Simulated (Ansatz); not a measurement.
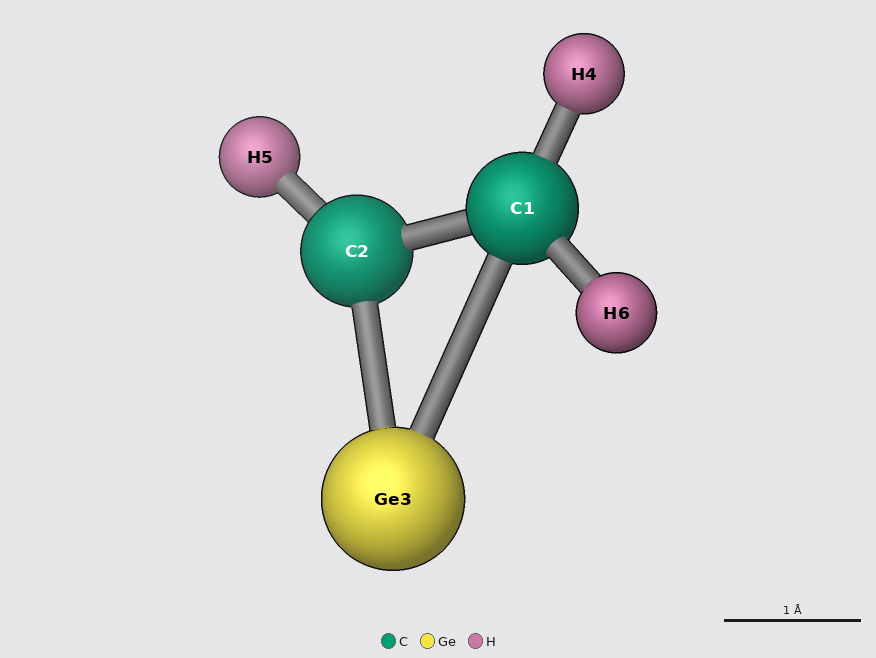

Numbered structure. Charge +1, singlet. The computed structure is the end point of a PBE0-D4/def2-TZVP optimisation. No frequency run is at hand to confirm it as a minimum.

Describe the coordination of atom 1.

C1 has 4 neighbours (C2 at 1.34, Ge3 at 2.34, H4 at 1.09, H6 at 1.12 Å); the arrangement is see-saw.
